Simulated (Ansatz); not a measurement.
# Au wire along [111], 19 atoms a period: bands by functional and under strain, part 3 of 3

Wanted: the relaxed geometry and the bands of the Au wire along [111], 19 atoms a period.

Ansatz 0.2.0; DFT PBE, plane waves, PAW; relaxation of a wire's period (the session's first sound run).

So far. Step 6 (Levels at the same atoms, cutoff 500 eV, k-mesh 1×1×9): Bands cross the Fermi level, as under PBE at the relaxed period. Step 7 (With spin-orbit coupling, k-mesh 1×1×8): Bands cross the Fermi level, as under PBE at the relaxed period, with no moment.

### 8. Strain along the wire, period over the relaxed period 0.97, k-mesh 1×1×10

This step: DFT PBE, plane waves, PAW; relaxation at a fixed period (Ansatz 0.2.0).

The period is set to 0.97 times the relaxed one and the atoms relax within it: strain changes bond lengths and angles, which shifts the bands against each other. Against the first PBE run of this kind, the mesh along the wire has 10 points against 12.

The cell differs from the one that the last finished run ended in (c 6.728 → 6.527 Å).

Contents of input.yaml:

```yaml
crystal:
  lattice:
    - [14.154, 0.0, 0.0]
    - [0.0, 13.593, 0.0]
    - [0.0, 0.0, 6.5265031572]
  atoms:
    - { symbol: Au, position: [0.337271056, 0.500009253, 0.0] }
    - { symbol: Au, position: [0.449392882, 0.691472883, 0.010669604] }
    - { symbol: Au, position: [0.245790781, 0.44001887, 0.337288143] }
    - { symbol: Au, position: [0.345777718, 0.626273019, 0.324053388] }
    - { symbol: Au, position: [0.44382044, 0.427582023, 0.333869416] }
    - { symbol: Au, position: [0.55503147, 0.253942742, 0.321004561] }
    - { symbol: Au, position: [0.554748149, 0.635163113, 0.339508928] }
    - { symbol: Au, position: [0.658707672, 0.437687281, 0.343436106] }
    - { symbol: Au, position: [0.245790781, 0.559999636, 0.662711857] }
    - { symbol: Au, position: [0.345777718, 0.373745487, 0.675946612] }
    - { symbol: Au, position: [0.44382044, 0.572436483, 0.666130584] }
    - { symbol: Au, position: [0.55503147, 0.746075764, 0.678995439] }
    - { symbol: Au, position: [0.554748149, 0.364855393, 0.660491072] }
    - { symbol: Au, position: [0.658707672, 0.562331225, 0.656563894] }
    - { symbol: Au, position: [0.449392882, 0.308545623, 0.989330396] }
    - { symbol: Au, position: [0.546836029, 0.500009253, 0.0] }
    - { symbol: Au, position: [0.655213369, 0.317531088, 0.99774812] }
    - { symbol: Au, position: [0.655213369, 0.682487418, 0.00225188] }
    - { symbol: Au, position: [0.746911486, 0.500009253, 0.0] }
kpoints:
  mp_grid: { grid: [1, 1, 10] }
  band_path: { path: ["Γ", Z], npoints: 50 }
scf:
  occupations: { method: fermi_dirac, width: 0.05 }
hamiltonian:
  xc: pbe
relax:
  max_steps: 40
  f_tol: 0.02
output:
  stress: true
```

Command:

```console
> ansatz run input.yaml --threads 8 --pin off --max-ram 16384MiB --backend cpu --events-out ev --progress --plain --runs-dir out
```

Numbers of over 12 decimals in the logs are rounded to 6 here.

The log of the run:

```text
Warning: output.stress: scf.convergence.dr2_threshold = 1e-7 eV (the SCF's general default) is looser than the 1.9e-9 eV advised for a printed stress (1e-10 eV for each atom of the cell: 19). What an SCF threshold leaves in a stress goes as its square root, and in the free energy as the threshold itself, and one threshold admits the most on a small cell: [figures from the program's tests cut] Every solve of this run  [...]
[...]
Crystal: 19 atoms, lattice volume = 1255.669 Å³
Basis set: ecut = 420 eV, 24559 PW (Γ), exchange–correlation on 192×192×90 points (8 copies of the dense FFT grid, shifted against one another)
Bands: 217, of which v1, the nominal top of the filled ones, is band 181 counted from 1 (180 counted from 0)
Symmetry: 2 space group operations
[...]
k-points: 6 of 10
[...]
SCF iter   1: F=—  HF=-249826.121517 eV  |F-HF|=—  |Δ(HF+E_count)|=         —  Δρ=2.42e-3  dr2=2.14e-1  ethr=1.77e-3  ⟨swp⟩=7.8  Hψ=5188  notcnv=0  defer=108
[...]
SCF iter   6: F=-249826.155137 eV  HF=-249826.155138 eV  |F-HF|=3.40e-7  |Δ(HF+E_count)|=   1.33e-5  Δρ=1.90e-5  dr2=7.07e-6  ethr=2.77e-9  ⟨swp⟩=3.0  Hψ=4911  notcnv=0
SCF 1 converged in 6 iterations: F = -249826.155137 eV  dr2 = 7.07e-6
[...]
relax step   1: F+E_penalty+E_count = -249826.15513717 eV  Δ(F+E_penalty+E_count) = +0.000e0 eV  max|allowed force component| = 4.013e-1 eV/Å  Δτ_max = 0.0000 Å  (6 SCF iters, dr2 threshold 1.00e-5 eV, accepted)
[...]
SCF iter   7: F=-249825.976648 eV  HF=-249825.976648 eV  |F-HF|=6.55e-8  |Δ(HF+E_count)|=   3.93e-6  Δρ=6.97e-6  dr2=7.07e-7  ethr=2.79e-9  ⟨swp⟩=4.0  Hψ=4050  notcnv=0
SCF 2 converged in 7 iterations: F = -249825.976648 eV  dr2 = 7.07e-7
relax step   2: F+E_penalty+E_count = -249825.97664779 eV  Δ(F+E_penalty+E_count) = +1.785e-1 eV  max|allowed force component| = 5.222e-1 eV/Å  Δτ_max = 0.1801 Å  (7 SCF iters, dr2 threshold 1.01e-5 eV, rejected (line search))
SCF iter   1: F=—  HF=-249826.343301 eV  |F-HF|=—  |Δ(HF+E_count)|=         —  Δρ=3.91e-3  dr2=2.20e-1  ethr=5.74e-4  ⟨swp⟩=5.3  Hψ=3084  notcnv=0  defer=151
[...]
SCF iter   8: F=-249826.292537 eV  HF=-249826.292537 eV  |F-HF|=4.63e-9  |Δ(HF+E_count)|=   2.04e-7  Δρ=1.55e-6  dr2=4.03e-8  ethr=2.77e-11  ⟨swp⟩=5.0  Hψ=4734  notcnv=0
SCF 3 converged in 8 iterations: F = -249826.292537 eV  dr2 = 4.03e-8
relax step   3: F+E_penalty+E_count = -249826.29253667 eV  Δ(F+E_penalty+E_count) = -1.374e-1 eV  max|allowed force component| = 7.456e-2 eV/Å  Δτ_max = 0.0794 Å  (8 SCF iters, accepted)
SCF iter   1: F=—  HF=-249826.300518 eV  |F-HF|=—  |Δ(HF+E_count)|=         —  Δρ=1.06e-3  dr2=8.95e-3  ethr=3.48e-5  ⟨swp⟩=3.3  Hψ=2412  notcnv=0  defer=153
[...]
SCF iter   7: F=-249826.298082 eV  HF=-249826.298082 eV  |F-HF|=6.20e-9  |Δ(HF+E_count)|=   6.80e-8  Δρ=1.06e-6  dr2=1.60e-8  ethr=2.77e-11  ⟨swp⟩=5.0  Hψ=4560  notcnv=0
SCF 4 converged in 7 iterations: F = -249826.298082 eV  dr2 = 1.60e-8
relax step   4: F+E_penalty+E_count = -249826.29808193 eV  Δ(F+E_penalty+E_count) = -5.545e-3 eV  max|allowed force component| = 1.989e-2 eV/Å  Δτ_max = 0.0295 Å  (7 SCF iters, accepted)
[...]
the band table was solved once a step of the walk had ended and its energy, with any forces and stress, was formed, with the checks that follow a solve (6015 applications of the Hamiltonian). They found nothing against the state; the energy, forces and stress were not computed again (output.eigenvalues in the input reference)
[...]
SCF converged after 7 iterations
Free energy (F): -249826.298082 eV
[...]
Internal energy: -249826.235938 eV  (E = F + TS)
E sigma→0 (E₀):  -249826.267010 eV
Entropy (-TS):   -0.062144 eV (-3.271 meV/atom)
Fermi energy:    1.586434 eV
[...]
--- Forces (eV/Å), atoms counted from 1 ---
  atom   1  Au     0.01082219     0.00000000     0.00000000
  atom   2  Au     0.00667124     0.00169656    -0.00175299
  atom   3  Au    -0.00854131    -0.00278947     0.00010676
  atom   4  Au    -0.00095653    -0.00004375     0.00571699
  atom   5  Au     0.01283067     0.00162222     0.01988540
  atom   6  Au    -0.00973125    -0.00680807     0.01112552
  atom   7  Au    -0.00626457     0.00626038     0.01558126
  atom   8  Au     0.00357080     0.01080560    -0.00751312
  atom   9  Au    -0.00854131     0.00278947    -0.00010676
  atom  10  Au    -0.00095653     0.00004375    -0.00571699
  atom  11  Au     0.01283067    -0.00162222    -0.01988540
  atom  12  Au    -0.00973125     0.00680807    -0.01112552
  atom  13  Au    -0.00626457    -0.00626038    -0.01558126
  atom  14  Au     0.00357080    -0.01080560     0.00751312
  atom  15  Au     0.00667124    -0.00169656     0.00175299
  atom  16  Au     0.00675863    -0.00000000     0.00000000
  atom  17  Au    -0.01205308    -0.00088939     0.00402542
  atom  18  Au    -0.01205308     0.00088939    -0.00402542
  atom  19  Au     0.01137976    -0.00000000     0.00000000
  max |Σ_I F_I| component: 1.25e-5 eV/Å
--- Stress (GPa, compression-positive) ---
       -0.024480       0.000000       0.000000
        0.000000      -0.016522      -0.006923
        0.000000      -0.006923       0.683704
  P = ⅓ Tr σ = 0.2142 GPa (2.142 kbar)
--- Band table (eV; the first three rows and the last of 6) ---
  k-point 0: bands = [... 177 lower, 0.6784, 0.8630, 1.6940, 1.8533, 2.0998, 2.1812, 2.3536, 2.3920, ... 32 higher]
  k-point 1: bands = [... 177 lower, 0.5845, 1.2280, 1.4979, 1.6723, 1.8094, 2.0055, 2.5468, 2.5874, ... 32 higher]
  k-point 2: bands = [... 177 lower, 0.4771, 0.9770, 1.1111, 1.8047, 1.8946, 2.2216, 2.4694, 2.5942, ... 32 higher]
  k-point 5: bands = [... 177 lower, 0.5833, 0.7004, 1.0924, 1.3204, 1.5648, 1.5699, 2.7257, 2.7576, ... 32 higher]
--- Relaxed structure (4 steps of the walk, 3 accepted, 0 SCFs on fresh bases) ---
  F+E_penalty+E_count = -249826.29808193 eV   max|allowed force component| = 1.989e-2 eV/Å
  atoms:
    - { symbol: Au, position: [0.338127, 0.500009253, 1.4941137924354058e-19] }
    - { symbol: Au, position: [0.447711, 0.695498, 0.00520431] }
    - { symbol: Au, position: [0.243002, 0.437359, 0.336690] }
    - { symbol: Au, position: [0.340882, 0.630775, 0.321850] }
    - { symbol: Au, position: [0.443138, 0.427651, 0.336536] }
    - { symbol: Au, position: [0.557112, 0.249700, 0.325074] }
    - { symbol: Au, position: [0.553350, 0.635302, 0.334381] }
    - { symbol: Au, position: [0.660999, 0.433453, 0.347987] }
    - { symbol: Au, position: [0.243002, 0.562659, 0.663310] }
    - { symbol: Au, position: [0.340882, 0.369244, 0.678150] }
    - { symbol: Au, position: [0.443138, 0.572368, 0.663464] }
    - { symbol: Au, position: [0.557112, 0.750319, 0.674926] }
    - { symbol: Au, position: [0.553350, 0.364716, 0.665619] }
    - { symbol: Au, position: [0.660999, 0.566566, 0.652013] }
    - { symbol: Au, position: [0.447711, 0.304520, 0.994796] }
    - { symbol: Au, position: [0.548505, 0.500009253, 3.450808172564203e-19] }
    - { symbol: Au, position: [0.660235, 0.314759, 0.997505] }
    - { symbol: Au, position: [0.660235, 0.685259, 0.00249481] }
    - { symbol: Au, position: [0.748495, 0.500009253, 3.245276915119533e-19] }
```

It took 4.5 min on 8 threads of Intel Xeon at 2.70GHz, shared host; peak memory 13 GiB.

Step by step:

| step | energy less that of the first step (eV) | largest force component (eV/Å) |
| --- | --- | --- |
| 1 | 0.0000 | 0.4013 |
| 2 | 0.1785 | 0.5222 |
| 3 | -0.1374 | 0.0746 |
| 4 | -0.1429 | 0.0199 |

Relaxation step 2 was tried and not accepted.

The run keeps the 2 symmetry operations that it works with, so distortions that break them were not tested.

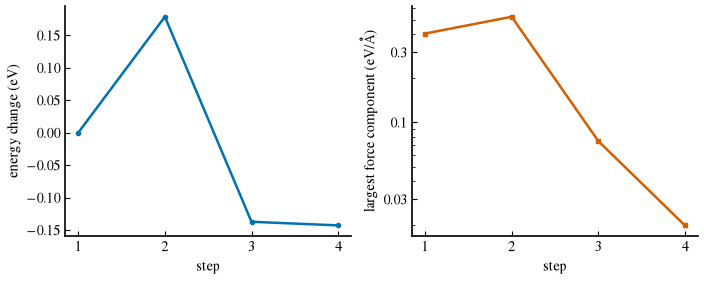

Energy and largest force along the relaxation.

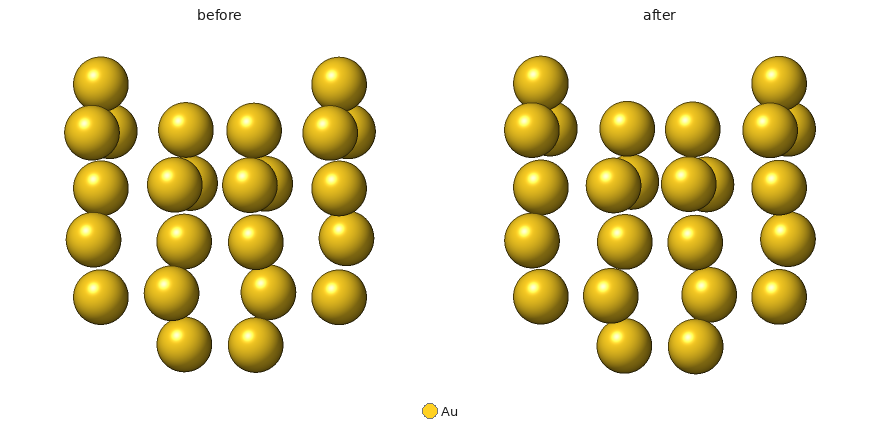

Before and after, at one scale.

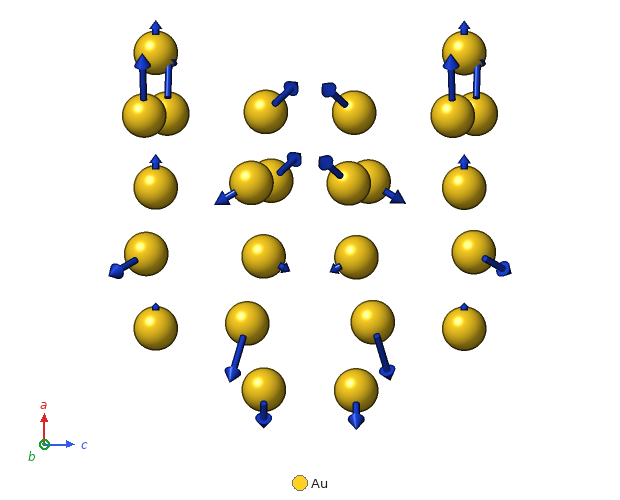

Displacements in the relaxation, exaggerated; the longest in the cell stands for 0.09 Å. Some periodic images of atoms are drawn too.

The atoms that moved most (Å):

| atom | dx | dy | dz | length |
| --- | --- | --- | --- | --- |
| Au4 | -0.069 | 0.061 | -0.014 | 0.094 |
| Au10 | -0.069 | -0.061 | 0.014 | 0.094 |
| Au17 | 0.071 | -0.038 | -0.002 | 0.080 |
| Au18 | 0.071 | 0.038 | 0.002 | 0.080 |
| Au14 | 0.032 | 0.058 | -0.030 | 0.072 |
| Au8 | 0.032 | -0.058 | 0.030 | 0.072 |
| Au12 | 0.029 | 0.058 | -0.027 | 0.070 |
| Au6 | 0.029 | -0.058 | 0.027 | 0.070 |

The relaxed structure:

```xyz
19
Lattice="14.1540 0.0000 0.0000 0.0000 13.5930 0.0000 0.0000 0.0000 6.5265" Properties=species:S:1:pos:R:3
Au    4.7859    6.7966    0.0000
Au    6.3369    9.4539    0.0340
Au    3.4394    5.9450    2.1974
Au    4.8248    8.5741    2.1006
Au    6.2722    5.8131    2.1964
Au    7.8854    3.3942    2.1216
Au    7.8321    8.6357    2.1823
Au    9.3558    5.8919    2.2711
Au    3.4394    7.6482    4.3291
Au    4.8248    5.0191    4.4259
Au    6.2722    7.7802    4.3301
Au    7.8854   10.1991    4.4049
Au    7.8321    4.9576    4.3442
Au    9.3558    7.7013    4.2554
Au    6.3369    4.1393    6.4925
Au    7.7635    6.7966    0.0000
Au    9.3450    4.2785    6.5102
Au    9.3450    9.3147    0.0163
Au   10.5942    6.7966    0.0000
```

This step gave:

```
energy at zero smearing : -249826.2670 eV
```

The electronic bands at the labelled points (eV, zero at the Fermi level; # counts the bands kept):

| point | #60 | #61 | #62 | #63 | #64 | #65 | #66 | #67 |
| --- | --- | --- | --- | --- | --- | --- | --- | --- |
| Γ | -1.03 | -0.91 | -0.72 | 0.11 | 0.27 | 0.51 | 0.59 | 0.77 |
| Z | -1.26 | -1.00 | -0.89 | -0.49 | -0.27 | -0.02 | -0.02 | 1.14 |

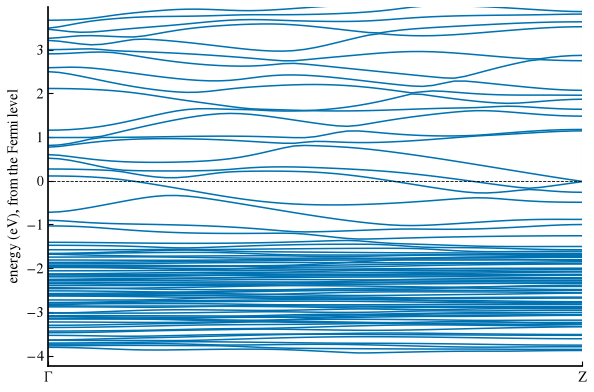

Electronic bands along the path.

Bands cross the Fermi level, as under PBE at the relaxed period.

### 9. Strain along the wire, period over the relaxed period 1.03, k-mesh 1×1×9

The period is set to 1.03 times the relaxed one and the atoms relax within it: strain changes bond lengths and angles, which shifts the bands against each other. Against the first PBE run of this kind, the mesh along the wire has 9 points against 12.

The cell differs from the one that the last finished run ended in (c 6.527 → 6.930 Å).

Changes to input.yaml since step 8:

```diff
@@ -4,3 +4,3 @@
     - [0.0, 13.593, 0.0]
-    - [0.0, 0.0, 6.5265031572]
+    - [0.0, 0.0, 6.9302043835]
   atoms:
@@ -26,3 +26,3 @@
 kpoints:
-  mp_grid: { grid: [1, 1, 10] }
+  mp_grid: { grid: [1, 1, 9] }
   band_path: { path: ["Γ", Z], npoints: 50 }
```

The log of the run:

```text
[...]
Crystal: 19 atoms, lattice volume = 1333.339 Å³
Basis set: ecut = 420 eV, 26073 PW (Γ), exchange–correlation on 192×192×96 points (8 copies of the dense FFT grid, shifted against one another)
Bands: 217, of which v1, the nominal top of the filled ones, is band 181 counted from 1 (180 counted from 0)
Symmetry: 2 space group operations
[...]
- { symbol: Au, position: [0.555248, 0.258100, 0.316678] }
    - { symbol: Au, position: [0.555928, 0.635800, 0.343164] }
    - { symbol: Au, position: [0.656324, 0.441916, 0.339761] }
[...]
- { symbol: Au, position: [0.544357, 0.500009, 0.0] }
    - { symbol: Au, position: [0.651347, 0.319510, 0.995553] }
    - { symbol: Au, position: [0.651347, 0.680509, 0.00444726] }
    - { symbol: Au, position: [0.743692, 0.500009, 0.0] }
[key lines of the parts left out:]
SCF converged after 7 iterations
Free energy (F): -249826.328722 eV
Fermi energy:    1.106640 eV
P = ⅓ Tr σ = -0.2202 GPa (-2.202 kbar)
```

Run time: 5 min. Hardware: 8 threads; peak memory 13 GiB.

Relaxation path:

```
step  energy less that of the first step (eV)  largest force component (eV/Å)
   1                                   0.0000                          0.3114
   2                                   0.1702                          0.5708
   3                                  -0.1095                          0.0483
   4                                  -0.1122                          0.0137
```

Relaxation step 2 was tried and not accepted.

Forces are held to the 2 operations that the run works with; a distortion that breaks them can't arise in this run.

The atoms that moved most (Å):

```csv
atom,dx,dy,dz,length
Au10,0.073,0.043,-0.008,0.085
Au4,0.073,-0.043,0.008,0.085
Au14,-0.034,-0.057,0.025,0.071
Au8,-0.034,0.057,-0.025,0.071
Au6,0.003,0.057,-0.030,0.064
Au12,0.003,-0.057,0.030,0.064
Au18,-0.055,-0.027,0.015,0.063
Au17,-0.055,0.027,-0.015,0.063
```

The relaxed structure:

```
Au
1.0
    14.15400    0.00000    0.00000
     0.00000   13.59300    0.00000
     0.00000    0.00000    6.93020
Au
19
Direct
  0.33579 0.50001 0.00000
  0.44940 0.68801 0.01244
  0.24845 0.44325 0.33727
  0.35097 0.62314 0.32527
  0.44440 0.42760 0.33258
  0.55525 0.25810 0.31668
  0.55593 0.63580 0.34316
  0.65632 0.44192 0.33976
  0.24845 0.55677 0.66273
  0.35097 0.37688 0.67473
  0.44440 0.57242 0.66742
  0.55525 0.74192 0.68332
  0.55593 0.36422 0.65684
  0.65632 0.55810 0.66024
  0.44940 0.31201 0.98756
  0.54436 0.50001 0.00000
  0.65135 0.31951 0.99555
  0.65135 0.68051 0.00445
  0.74369 0.50001 0.00000
```

This step gave:

```yaml
energy_at_zero_smearing: -249826.3017 eV
```

Bands cross the Fermi level, as under PBE at the relaxed period.

### 10. A repeat with changed settings: hamiltonian.hubbard

This step: DFT LDA, plane waves, PAW; bands of a perfect wire at the PBE geometry; changed: hamiltonian.hubbard = {"sites": [{"species": "Au", "l": "d", "u_eff": 3.0}], "double_counting": "amf"} (Ansatz 0.2.0).

The atoms of the band run (LDA) are kept and the input is varied, to see whether the result depends on it.

Changes to input.yaml since step 9:

```diff
@@ -4,3 +4,3 @@
     - [0.0, 13.593, 0.0]
-    - [0.0, 0.0, 6.9302043835]
+    - [0.0, 0.0, 6.7283537703]
   atoms:
@@ -31,7 +31,3 @@
 hamiltonian:
-  xc: pbe
-relax:
-  max_steps: 40
-  f_tol: 0.02
-output:
-  stress: true
+  xc: lda
+  hubbard: { sites: [{ species: Au, l: d, u_eff: 3.0 }], double_counting: amf }
```

The log of the run:

```text
Au: projections on atomic orbitals take those of the free atom [Kr 4d10 4f14] 5s2 5p6 5d10 6s1, of charge +0.00 (hamiltonian.pseudopotentials.projection_atoms); the dataset's partial waves leave at most 9.9e-5 of an orbital's norm unspanned inside its sphere
[...]
Crystal: 19 atoms, lattice volume = 1294.504 Å³
Basis set: ecut = 420 eV, 25297 PW (Γ)
[...]
k-point 0: bands = [... 177 lower, 0.1285, 0.1825, 1.1465, 1.2823, 1.3813, 1.4662, 1.6285, 1.7003, ... 32 higher]
  k-point 1: bands = [... 177 lower, 0.0745, 0.5263, 0.7804, 0.9144, 1.2935, 1.4476, 1.9934, 2.0530, ... 32 higher]
  k-point 2: bands = [... 177 lower, -0.0831, 0.2341, 0.5091, 1.2389, 1.3092, 1.5289, 1.8844, 2.0109, ... 32 higher]
  k-point 4: bands = [... 177 lower, -0.0309, 0.1390, 0.5379, 0.8386, 0.8679, 1.2193, 2.1276, 2.1550, ... 32 higher]
Occupation matrices written to <dir>
[key lines of the parts left out:]
SCF converged after 9 iterations
Free energy (F): -244417.151794 eV
Fermi energy:    0.922285 eV
```

Wall time 4.3 min (8 threads); peak memory 13 GiB.

This step gave:

```yaml
energy_at_zero_smearing: -244417.1223 eV
```

It took 4.3 min against 3.5 min for the run it varies.

### 11. A varied input: hamiltonian.xc = "rpbe"

This step: DFT RPBE, plane waves, PAW; bands of a perfect wire at the PBE geometry; changed: hamiltonian.xc = "rpbe" (Ansatz 0.2.0).

The atoms of the band run (LDA) are kept and the input is varied, to see whether the result depends on it.

Changes to input.yaml since step 10:

```diff
@@ -31,3 +31,2 @@
 hamiltonian:
-  xc: lda
-  hubbard: { sites: [{ species: Au, l: d, u_eff: 3.0 }], double_counting: amf }
+  xc: rpbe
```

The log of the run:

```text
[...]
Crystal: 19 atoms, lattice volume = 1294.504 Å³
Basis set: ecut = 420 eV, 25297 PW (Γ)
Bands: 217, of which v1, the nominal top of the filled ones, is band 181 counted from 1 (180 counted from 0)
Symmetry: 2 space group operations
[...]
k-points: 5 of 9
[...]
--- Band table (eV; the first three rows and the last of 5) ---
  k-point 0: bands = [... 177 lower, 0.6530, 0.7170, 1.6993, 1.8362, 1.9297, 2.0169, 2.1793, 2.2464, ... 32 higher]
  k-point 1: bands = [... 177 lower, 0.5966, 1.0658, 1.3176, 1.4613, 1.8486, 1.9996, 2.5438, 2.6019, ... 32 higher]
  k-point 2: bands = [... 177 lower, 0.4503, 0.7559, 1.0439, 1.7857, 1.8656, 2.0935, 2.4414, 2.5689, ... 32 higher]
  k-point 4: bands = [... 177 lower, 0.4989, 0.6825, 1.0799, 1.3848, 1.4112, 1.7641, 2.6974, 2.7346, ... 32 higher]
[key lines of the parts left out:]
SCF converged after 8 iterations
Free energy (F): -250097.706193 eV
Fermi energy:    1.466310 eV
```

Run time: 3.5 min. Hardware: 8 threads; peak memory 14 GiB; 27 min of CPU time.

Numbers from this step:

| Property | Result |
| --- | --- |
| energy at zero smearing | -250097.6770 eV |

It took 3.5 min against 3.5 min for the run it varies.

### 12. All levels side by side

### 13. Results

| Item | Value |
| --- | --- |
| cell length, PBE | 6.728 Å |
| gap, period scaled by 0.97 | none |
| gap, period scaled by 1.03 | none |
| ballistic conductance by band crossings, a lower bound, PBE | 6 G₀ |

**Reading.** Under PBE the cell's length is 6.73 Å, and the bands cross the Fermi level 6 times between Γ and Z, which gives a perfect wire at least 6 G₀ (opposite crossings within one step of the path cancel in such a count).

[Logs are printed without paths, hosts, clocks, repeated set-up lines and the standing remarks that a program may print on its own settings, such as how far it seeks lower states.]

[Hosts, paths, dates, database ids (printed as entryN), source tags and the programs' standing remarks are cut or masked in the printed files.]
